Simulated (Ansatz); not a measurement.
**Molecular dynamics of AlH3O2 (part 3 of 4)**

The same run, continued: AlH3O2; RKS B3LYP/def2-mTZVP (Ansatz 0.2.0). It belongs to a series of runs on one base structure; here: dynamics from the highest image of the converged band.

Geometry of the input (Å):
```
Al -0.1933  0.0288  0.5157
H  1.2113  -0.0782  1.5297
O  1.6264  -0.0466  0.2379
H  2.1500  -0.7953  -0.1118
O  -1.0805  -0.4327  -0.8740
H  -2.0401  -0.4745  -0.9415
```

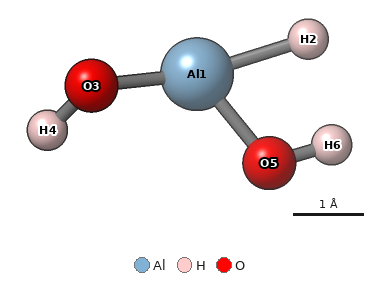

*The geometry at step 67 of the log (ball-and-stick view, seen on its broad side; atoms are numbered from 1 in the order of the input).*

## Trajectory as extended XYZ, continued
```
6
Properties=species:S:1:pos:R:3:forces:R:3 step=9 time_fs=4.5 energy=-10742.05263 temperature=275.9
Al   -0.1935    0.0264    0.5178    1.0532  -0.4069  -0.2305
H     1.1635   -0.0793    1.6394   -0.8176   0.2376  -0.0129
O     1.6449   -0.0442    0.2269   -0.1685  -0.1802   0.0308
H     2.2391   -0.7917    0.0148   -0.2701   0.1750  -0.2375
O    -1.1000   -0.4304   -0.8793    0.0325   0.1309   0.3610
H    -2.0595   -0.4859   -0.9763    0.1705   0.0435   0.0891
6
Properties=species:S:1:pos:R:3:forces:R:3 step=12 time_fs=6.0 energy=-10742.07741 temperature=324.4
Al   -0.1923    0.0251    0.5182    1.4133  -0.5267  -0.3500
H     1.1196   -0.0714    1.6744   -1.0425   0.2735   0.1330
O     1.6506   -0.0437    0.2234   -0.2867  -0.1866  -0.0921
H     2.2614   -0.7869    0.0478   -0.3363   0.2107  -0.2795
O    -1.1055   -0.4294   -0.8802   -0.4173   0.1425   0.4154
H    -2.0741   -0.4891   -0.9863    0.6696   0.0866   0.1732
6
Properties=species:S:1:pos:R:3:forces:R:3 step=15 time_fs=7.5 energy=-10742.15883 temperature=482.0
Al   -0.1899    0.0233    0.5183    1.8135  -0.6489  -0.5287
H     1.0533   -0.0575    1.7123   -1.2619   0.2965   0.3484
O     1.6559   -0.0434    0.2198   -0.5967  -0.0091  -0.2301
H     2.2768   -0.7778    0.0749   -0.2453   0.0708  -0.3376
O    -1.1116   -0.4281   -0.8805   -0.1936   0.2060   0.5753
H    -2.0754   -0.4904   -0.9927    0.4840   0.0847   0.1727
6
Properties=species:S:1:pos:R:3:forces:R:3 step=18 time_fs=9.0 energy=-10742.31366 temperature=781.7
Al   -0.1860    0.0211    0.5180    2.2624  -0.7764  -0.7713
H     0.9597   -0.0372    1.7578   -1.4699   0.3164   0.5917
O     1.6604   -0.0432    0.2159   -1.0241   0.2378  -0.3596
H     2.2870   -0.7674    0.0946   -0.0820  -0.1359  -0.3848
O    -1.1178   -0.4265   -0.8800    0.5386   0.3143   0.8270
H    -2.0672   -0.4899   -0.9955   -0.2250   0.0438   0.0971
6
Properties=species:S:1:pos:R:3:forces:R:3 step=21 time_fs=10.5 energy=-10742.56457 temperature=1267.5
Al   -0.1804    0.0182    0.5171    2.7403  -0.9050  -1.0442
H     0.8346   -0.0102    1.8160   -1.6400   0.3391   0.7853
O     1.6635   -0.0426    0.2115   -1.3953   0.3531  -0.4378
H     2.2953   -0.7596    0.1062   -0.0259  -0.2119  -0.3942
O    -1.1234   -0.4245   -0.8784    1.0355   0.4088   1.0463
H    -2.0635   -0.4885   -0.9962   -0.7145   0.0159   0.0446
6
Properties=species:S:1:pos:R:3:forces:R:3 step=24 time_fs=12.0 energy=-10742.94356 temperature=1999.8
Al   -0.1725    0.0146    0.5153    3.1834  -1.0201  -1.2426
H     0.6743    0.0242    1.8908   -1.7382   0.3575   0.8034
O     1.6648   -0.0415    0.2065   -1.6152   0.2701  -0.4185
H     2.3027   -0.7561    0.1093   -0.1547  -0.0886  -0.3580
O    -1.1276   -0.4219   -0.8754    0.6896   0.4334   1.1089
H    -2.0737   -0.4867   -0.9957   -0.3650   0.0477   0.1068
6
Properties=species:S:1:pos:R:3:forces:R:3 step=27 time_fs=13.5 energy=-10743.41737 temperature=2914.7
Al   -0.1621    0.0101    0.5126    3.4608  -1.0828  -1.1764
H     0.4767    0.0662    1.9824   -1.7239   0.3434   0.4773
O     1.6638   -0.0401    0.2010   -1.7575   0.1471  -0.2878
H     2.3067   -0.7544    0.1047   -0.3334   0.0755  -0.2886
O    -1.1310   -0.4188   -0.8709   -0.0241   0.4091   1.0490
H    -2.0911   -0.4838   -0.9929    0.3780   0.1077   0.2264
6
Properties=species:S:1:pos:R:3:forces:R:3 step=30 time_fs=15.0 energy=-10743.90131 temperature=3848.6
Al   -0.1489    0.0049    0.5089    3.3747  -1.0351  -0.7022
H     0.2423    0.1155    2.0836   -1.5150   0.2587  -0.2738
O     1.6605   -0.0385    0.1951   -1.9179   0.1624  -0.0789
H     2.3038   -0.7513    0.0940   -0.3754   0.0912  -0.2151
O    -1.1343   -0.4151   -0.8649   -0.2699   0.3872   0.9813
H    -2.1011   -0.4786   -0.9852    0.7035   0.1355   0.2888
6
Properties=species:S:1:pos:R:3:forces:R:3 step=33 time_fs=16.5 energy=-10744.27497 temperature=4569.2
Al   -0.1330   -0.0013    0.5047    2.7668  -0.8573   0.0367
H    -0.0242    0.1702    2.1784   -1.0190   0.0957  -1.2378
O     1.6545   -0.0367    0.1891   -2.0625   0.3212   0.1467
H     2.2930   -0.7465    0.0786   -0.2446  -0.0589  -0.1660
O    -1.1379   -0.4109   -0.8577    0.2431   0.3873   0.9634
H    -2.0971   -0.4706   -0.9715    0.3162   0.1120   0.2571
6
Properties=species:S:1:pos:R:3:forces:R:3 step=36 time_fs=18.0 energy=-10744.43198 temperature=4872.9
Al   -0.1149   -0.0081    0.5005    1.6755  -0.5962   0.6896
H    -0.3123    0.2270    2.2470   -0.2749  -0.1016  -2.0179
O     1.6458   -0.0344    0.1832   -2.0180   0.4531   0.3249
H     2.2770   -0.7431    0.0595   -0.0878  -0.2069  -0.1370
O    -1.1411   -0.4062   -0.8491    1.1442   0.3843   0.9499
H    -2.0870   -0.4602   -0.9524   -0.4389   0.0672   0.1904
6
Properties=species:S:1:pos:R:3:forces:R:3 step=39 time_fs=19.5 energy=-10744.38320 temperature=4779.8
Al   -0.0955   -0.0154    0.4969    0.3125  -0.3182   1.0490
H    -0.6063    0.2816    2.2727    0.5324  -0.2747  -2.3824
O     1.6344   -0.0315    0.1778   -1.6141   0.3789   0.4067
H     2.2589   -0.7437    0.0376   -0.0727  -0.1683  -0.0975
O    -1.1428   -0.4009   -0.8393    1.5398   0.3256   0.8261
H    -2.0854   -0.4483   -0.9290   -0.6979   0.0567   0.1981
6
Properties=species:S:1:pos:R:3:forces:R:3 step=42 time_fs=21.0 energy=-10744.20716 temperature=4440.1
Al   -0.0759   -0.0229    0.4940   -1.1224  -0.0644   1.1426
H    -0.8889    0.3303    2.2478    1.2331  -0.3930  -2.3597
O     1.6208   -0.0281    0.1730   -0.8850   0.1305   0.3871
H     2.2391   -0.7477    0.0135   -0.1758   0.0323  -0.0387
O    -1.1426   -0.3952   -0.8283    1.0489   0.2071   0.5790
H    -2.0975   -0.4351   -0.9011   -0.0987   0.0875   0.2898
6
Properties=species:S:1:pos:R:3:forces:R:3 step=45 time_fs=22.5 energy=-10743.96136 temperature=3965.8
Al   -0.0571   -0.0305    0.4921   -2.5233   0.1518   1.0856
H    -1.1453    0.3707    2.1725    1.7603  -0.4559  -2.0876
O     1.6060   -0.0246    0.1686   -0.0422  -0.0802   0.3128
H     2.2155   -0.7511   -0.0114   -0.2192   0.1900   0.0042
O    -1.1409   -0.3892   -0.8166    0.3973   0.0841   0.3248
H    -2.1114   -0.4200   -0.8671    0.6271   0.1102   0.3602
6
Properties=species:S:1:pos:R:3:forces:R:3 step=48 time_fs=24.0 energy=-10743.70880 temperature=3477.9
Al   -0.0404   -0.0380    0.4911   -3.8347   0.3319   0.9743
H    -1.3640    0.4014    2.0524    2.1228  -0.4749  -1.6867
O     1.5912   -0.0211    0.1647    0.7376  -0.0986   0.2410
H     2.1875   -0.7507   -0.0362   -0.0891   0.1573  -0.0085
O    -1.1386   -0.3832   -0.8044    0.3080  -0.0170   0.1176
H    -2.1129   -0.4027   -0.8255    0.7554   0.1013   0.3622
6
Properties=species:S:1:pos:R:3:forces:R:3 step=52 time_fs=26.0 energy=-10743.41876 temperature=2917.1
Al   -0.0231   -0.0475    0.4909   -5.3212   0.5282   0.8392
H    -1.5838    0.4265    1.8376    2.4087  -0.4481  -1.0592
O     1.5731   -0.0166    0.1600    1.6461   0.0744   0.1746
H     2.1483   -0.7458   -0.0701    0.2213  -0.0674  -0.0952
O    -1.1348   -0.3751   -0.7879    1.0918  -0.1634  -0.2056
H    -2.0930   -0.3762   -0.7579   -0.0468   0.0762   0.3462
6
Properties=species:S:1:pos:R:3:forces:R:3 step=55 time_fs=27.5 energy=-10743.24949 temperature=2590.1
Al   -0.0149   -0.0542    0.4915   -6.0881   0.6529   0.7802
H    -1.6889    0.4340    1.6486    2.5078  -0.3895  -0.5342
O     1.5620   -0.0132    0.1567    2.3062   0.0938   0.1024
H     2.1236   -0.7432   -0.0976    0.3189  -0.1041  -0.1258
O    -1.1303   -0.3693   -0.7759    1.4778  -0.3262  -0.5864
H    -2.0769   -0.3544   -0.6985   -0.5226   0.0732   0.3638
6
Properties=species:S:1:pos:R:3:forces:R:3 step=58 time_fs=29.0 energy=-10743.14088 temperature=2379.4
Al   -0.0117   -0.0603    0.4928   -6.3918   0.7652   0.7526
H    -1.7401    0.4332    1.4482    2.5089  -0.2828   0.0652
O     1.5541   -0.0097    0.1536    2.8706  -0.0663  -0.0010
H     2.1055   -0.7424   -0.1276    0.2312   0.0567  -0.0762
O    -1.1239   -0.3639   -0.7647    0.9238  -0.5226  -1.0258
H    -2.0706   -0.3310   -0.6313   -0.1427   0.0497   0.2851
6
Properties=species:S:1:pos:R:3:forces:R:3 step=61 time_fs=30.5 energy=-10743.06275 temperature=2227.6
Al   -0.0135   -0.0659    0.4947   -6.0887   0.8660   0.7329
H    -1.7375    0.4264    1.2494    2.3768  -0.0944   0.7858
O     1.5500   -0.0062    0.1505    3.1009  -0.2388  -0.0613
H     2.0923   -0.7404   -0.1593    0.1022   0.2369   0.0013
O    -1.1163   -0.3593   -0.7548   -0.1118  -0.7357  -1.4745
H    -2.0668   -0.3066   -0.5584    0.6207  -0.0340   0.0159
6
Properties=species:S:1:pos:R:3:forces:R:3 step=64 time_fs=32.0 energy=-10742.97596 temperature=2059.0
Al   -0.0202   -0.0707    0.4972   -5.0644   0.9347   0.6965
H    -1.6840    0.4179    1.0678    2.0274   0.2317   1.6632
O     1.5501   -0.0031    0.1473    2.8418  -0.2506   0.0060
H     2.0814   -0.7336   -0.1910    0.0792   0.2483   0.0198
O    -1.1088   -0.3557   -0.7470   -0.7895  -1.0021  -2.0453
H    -2.0504   -0.2831   -0.4853    0.9055  -0.1620  -0.3402
6
Properties=species:S:1:pos:R:3:forces:R:3 step=67 time_fs=33.5 energy=-10742.84829 temperature=1811.4
Al   -0.0309   -0.0748    0.5002   -3.2379   0.8962   0.5966
H    -1.5875    0.4146    0.9222    1.3063   0.7629   2.6550
O     1.5540   -0.0003    0.1442    2.1831  -0.1089   0.2069
H     2.0725   -0.7217   -0.2225    0.1641   0.0903  -0.0452
O    -1.1023   -0.3534   -0.7420   -0.8330  -1.3534  -2.8122
H    -2.0158   -0.2630   -0.4193    0.4175  -0.2870  -0.6012
6
Properties=species:S:1:pos:R:3:forces:R:3 step=70 time_fs=35.0 energy=-10742.67030 temperature=1468.5
Al   -0.0442   -0.0782    0.5038   -0.6350   0.5951   0.3092
H    -1.4637    0.4282    0.8337    0.0211   1.5289   3.5585
O     1.5608    0.0024    0.1413    1.4060   0.0104   0.4504
H     2.0670   -0.7078   -0.2549    0.2245  -0.0581  -0.1174
O    -1.0969   -0.3530   -0.7407   -0.5338  -1.7311  -3.5552
H    -1.9729   -0.2490   -0.3659   -0.4828  -0.3451  -0.6455
6
Properties=species:S:1:pos:R:3:forces:R:3 step=73 time_fs=36.5 energy=-10742.58589 temperature=1310.0
Al   -0.0579   -0.0811    0.5075    2.1396  -0.0366  -0.2947
H    -1.3402    0.4748    0.8212   -1.5750   2.3707   4.0659
O     1.5696    0.0051    0.1390    0.7735  -0.0538   0.6174
H     2.0661   -0.6949   -0.2897    0.1415  -0.0280  -0.0895
O    -1.0922   -0.3549   -0.7443   -0.5007  -1.9497  -3.7056
H    -1.9397   -0.2423   -0.3263   -0.9788  -0.3026  -0.5936
6
Properties=species:S:1:pos:R:3:forces:R:3 step=76 time_fs=38.0 energy=-10742.92712 temperature=1970.1
Al   -0.0701   -0.0840    0.5110    3.3422  -0.3570  -0.9132
H    -1.2486    0.5715    0.8950   -1.9571   2.5378   3.8242
O     1.5794    0.0076    0.1375    0.3334  -0.2565   0.6728
H     2.0681   -0.6824   -0.3263   -0.0387   0.1338   0.0359
O    -1.0883   -0.3594   -0.7527   -0.9858  -1.8387  -2.9047
H    -1.9263   -0.2420   -0.2997   -0.6940  -0.2194  -0.7150
6
Properties=species:S:1:pos:R:3:forces:R:3 step=79 time_fs=39.5 energy=-10743.64266 temperature=3343.2
Al   -0.0797   -0.0872    0.5138    2.4098   0.5293  -0.7804
H    -1.1958    0.7204    1.0495   -0.4758   1.2831   2.5436
O     1.5897    0.0099    0.1370   -0.0497  -0.4148   0.6912
H     2.0694   -0.6671   -0.3621   -0.1646   0.2372   0.1353
O    -1.0858   -0.3664   -0.7651   -1.5381  -1.4749  -1.6279
H    -1.9274   -0.2465   -0.2888   -0.1816  -0.1600  -0.9619
6
Properties=species:S:1:pos:R:3:forces:R:3 step=82 time_fs=41.0 energy=-10744.08908 temperature=4204.8
Al   -0.0873   -0.0899    0.5160    1.3797   1.8786  -0.0558
H    -1.1535    0.8962    1.2581    0.9476  -0.4243   0.8446
O     1.5999    0.0116    0.1374   -0.4861  -0.4145   0.7666
H     2.0674   -0.6470   -0.3952   -0.1570   0.1748   0.1084
O    -1.0853   -0.3753   -0.7797   -1.6731  -1.0845  -0.5783
H    -1.9331   -0.2545   -0.2984   -0.0112  -0.1301  -1.0855
6
Properties=species:S:1:pos:R:3:forces:R:3 step=85 time_fs=42.5 energy=-10744.06706 temperature=4166.8
Al   -0.0938   -0.0911    0.5182    1.1505   2.6941   0.5074
H    -1.0925    1.0639    1.4855    1.4101  -1.5142  -0.4389
O     1.6095    0.0127    0.1389   -0.9324  -0.3061   0.8970
H     2.0621   -0.6232   -0.4262   -0.0721   0.0160  -0.0161
O    -1.0870   -0.3858   -0.7951   -1.2951  -0.7860   0.0287
H    -1.9397   -0.2653   -0.3309   -0.2611  -0.1038  -0.9782
6
Properties=species:S:1:pos:R:3:forces:R:3 step=88 time_fs=44.0 energy=-10743.81894 temperature=3690.4
Al   -0.0994   -0.0902    0.5207    1.2934   2.9384   0.6989
H    -1.0019    1.2001    1.7045    1.3091  -1.9757  -1.1847
O     1.6178    0.0134    0.1415   -1.2543  -0.2540   0.9578
H     2.0551   -0.5990   -0.4574   -0.0380  -0.0668  -0.0937
O    -1.0904   -0.3973   -0.8106   -0.6624  -0.5672   0.3690
H    -1.9521   -0.2783   -0.3843   -0.6479  -0.0748  -0.7473
6
Properties=species:S:1:pos:R:3:forces:R:3 step=91 time_fs=45.5 energy=-10743.56018 temperature=3191.2
Al   -0.1039   -0.0869    0.5238    1.4288   2.8752   0.6438
H    -0.8835    1.2942    1.8984    1.0294  -2.0998  -1.5848
O     1.6244    0.0138    0.1454   -1.3875  -0.3480   0.8446
H     2.0472   -0.5760   -0.4904   -0.1161   0.0121  -0.0144
O    -1.0948   -0.4096   -0.8255   -0.2791  -0.3591   0.7231
H    -1.9779   -0.2930   -0.4540   -0.6755  -0.0804  -0.6122
6
Properties=species:S:1:pos:R:3:forces:R:3 step=94 time_fs=47.0 energy=-10743.37887 temperature=2840.7
Al   -0.1072   -0.0813    0.5274    1.4486   2.6915   0.4862
H    -0.7429    1.3433    2.0585    0.7252  -2.0848  -1.8108
O     1.6291    0.0136    0.1505   -1.4134  -0.4972   0.6248
H     2.0367   -0.5526   -0.5236   -0.2303   0.1533   0.1531
O    -1.0996   -0.4224   -0.8394   -0.4154  -0.1277   1.1498
H    -2.0173   -0.3095   -0.5371   -0.1147  -0.1351  -0.6030
6
Properties=species:S:1:pos:R:3:forces:R:3 step=97 time_fs=48.5 energy=-10743.28648 temperature=2662.1
Al   -0.1094   -0.0736    0.5314    1.3778   2.4759   0.3157
H    -0.5866    1.3476    2.1797    0.4322  -2.0237  -1.9622
O     1.6319    0.0128    0.1565   -1.4533  -0.5608   0.4641
H     2.0213   -0.5260   -0.5535   -0.2674   0.2089   0.2389
O    -1.1049   -0.4354   -0.8518   -0.7171   0.0827   1.4609
H    -2.0588   -0.3289   -0.6330    0.6279  -0.1830  -0.5175
6
Properties=species:S:1:pos:R:3:forces:R:3 step=100 time_fs=50.0 energy=-10743.29212 temperature=2673.1
Al   -0.1105   -0.0639    0.5357    1.2647   2.2554   0.1735
H    -0.4211    1.3083    2.2587    0.1422  -1.9482  -2.0850
O     1.6328    0.0113    0.1630   -1.5438  -0.5030   0.4444
H     2.0004   -0.4952   -0.5787   -0.1948   0.1395   0.1555
O    -1.1112   -0.4483   -0.8622   -0.6640   0.2255   1.5756
H    -2.0874   -0.3522   -0.7398    0.9957  -0.1692  -0.2640
6
Properties=species:S:1:pos:R:3:forces:R:3 step=103 time_fs=51.5 energy=-10743.40205 temperature=2885.5
Al   -0.1106   -0.0524    0.5401    1.1443   2.0202   0.0686
H    -0.2525    1.2271    2.2928   -0.1672  -1.8538  -2.1854
O     1.6316    0.0091    0.1702   -1.6174  -0.4106   0.4732
H     1.9754   -0.4614   -0.6006   -0.0760   0.0314  -0.0129
O    -1.1184   -0.4608   -0.8705   -0.0657   0.3050   1.6131
H    -2.0956   -0.3790   -0.8522    0.7820  -0.0923   0.0434
6
Properties=species:S:1:pos:R:3:forces:R:3 step=106 time_fs=53.0 energy=-10743.59923 temperature=3266.4
Al   -0.1098   -0.0392    0.5446    1.0418   1.7310  -0.0238
H    -0.0876    1.1061    2.2800   -0.5203  -1.7036  -2.2215
O     1.6281    0.0063    0.1780   -1.5732  -0.4011   0.3451
H     1.9486   -0.4268   -0.6226   -0.0013   0.0039  -0.0723
O    -1.1256   -0.4730   -0.8766    0.8125   0.3638   1.7229
H    -2.0875   -0.4077   -0.9639    0.2405   0.0059   0.2497
6
Properties=species:S:1:pos:R:3:forces:R:3 step=109 time_fs=54.5 energy=-10743.85158 temperature=3753.2
Al   -0.1081   -0.0247    0.5490    0.9678   1.3082  -0.2044
H     0.0660    0.9486    2.2196   -0.9244  -1.4180  -2.0603
O     1.6226    0.0030    0.1863   -1.3805  -0.4899  -0.0465
H     1.9217   -0.3919   -0.6458    0.0123   0.0752   0.0664
O    -1.1317   -0.4846   -0.8803    1.3541   0.4459   1.8797
H    -2.0737   -0.4364   -1.0703   -0.0292   0.0786   0.3651
6
Properties=species:S:1:pos:R:3:forces:R:3 step=112 time_fs=56.0 energy=-10744.06902 temperature=4170.2
Al   -0.1056   -0.0091    0.5532    0.8564   0.6207  -0.7555
H     0.1997    0.7609    2.1156   -1.3152  -0.8698  -1.3816
O     1.6152   -0.0011    0.1944   -1.0947  -0.5750  -0.5863
H     1.8951   -0.3554   -0.6675    0.0356   0.1505   0.2626
O    -1.1361   -0.4957   -0.8815    1.2721   0.5476   1.9061
H    -2.0596   -0.4634   -1.1687    0.2457   0.1260   0.5548
6
Properties=species:S:1:pos:R:3:forces:R:3 step=115 time_fs=57.5 energy=-10744.03468 temperature=4099.7
Al   -0.1025    0.0070    0.5568    0.4411  -0.4241  -2.2168
H     0.3055    0.5551    1.9836   -1.4421   0.0129   0.3763
O     1.6063   -0.0058    0.2018   -0.7675  -0.5528  -1.0863
H     1.8694   -0.3158   -0.6838    0.1328   0.1487   0.3083
O    -1.1388   -0.5060   -0.8801    1.0141   0.6374   1.8144
H    -2.0401   -0.4876   -1.2551    0.6216   0.1778   0.8042
6
Properties=species:S:1:pos:R:3:forces:R:3 step=118 time_fs=59.0 energy=-10743.56911 temperature=3205.3
Al   -0.0991    0.0227    0.5585   -0.6204  -1.4598  -4.7382
H     0.3813    0.3496    1.8619   -0.9605   0.8174   3.3247
O     1.5964   -0.0113    0.2077   -0.4047  -0.3824  -1.4506
H     1.8467   -0.2732   -0.6939    0.2893   0.0786   0.1468
O    -1.1400   -0.5154   -0.8763    1.0926   0.7087   1.8289
H    -2.0078   -0.5081   -1.3244    0.6036   0.2376   0.8885
6
Properties=species:S:1:pos:R:3:forces:R:3 step=121 time_fs=60.5 energy=-10743.11413 temperature=2336.4
Al   -0.0961    0.0373    0.5565   -1.6352  -1.6448  -6.1596
H     0.4366    0.1599    1.8100   -0.4591   0.6675   5.1473
O     1.5859   -0.0173    0.2117   -0.0303  -0.0918  -1.6734
H     1.8301   -0.2288   -0.7008    0.4186   0.0103  -0.0585
O    -1.1398   -0.5239   -0.8700    1.5719   0.7679   2.0844
H    -1.9633   -0.5234   -1.3751    0.1341   0.2909   0.6598
```
